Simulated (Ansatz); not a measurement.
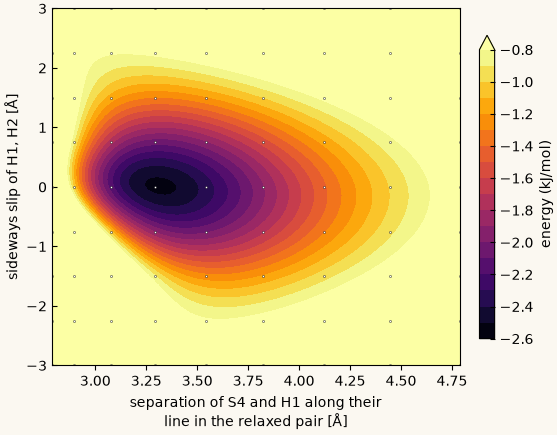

The pair H₂···O₂S. 
- First axis: separation of S4 and H1 along their line in the relaxed pair. Second axis: sideways slip of H1, H2.
- Nothing is relaxed (both partners rigid).
- The scan uses a 9 × 9 grid.
- Points are written as (first, second).
- Energies are in kJ/mol, from the two partners far apart, frozen as in the relaxed pair, each in its own basis (no counterpoise correction).
- Computed with Ansatz, RKS PBE0-D4/def2-TZVPD.

The picture shows filled contours, dots at the grid points, one colour for all values above the top of the scale. Between grid points the surface is interpolated.

Where is the minimum, and how stiff is the well along each coordinate?

The interpolated minimum is at the first coordinate ≈ 3.319 Å, sideways slip of H1, H2 ≈ 0.01 Å. The curvatures there are about 0.093 eV/Å² and 0.024 eV/Å², with a cross term of about 0.0093 eV/Å². Round the minimum the valley is somewhat tilted: raising the first coordinate shifts the best value of sideways slip of H1, H2 downwards (coupling k₁₂/√(k₁₁k₂₂) about 0.2). (1 eV is 96.5 kJ/mol.)
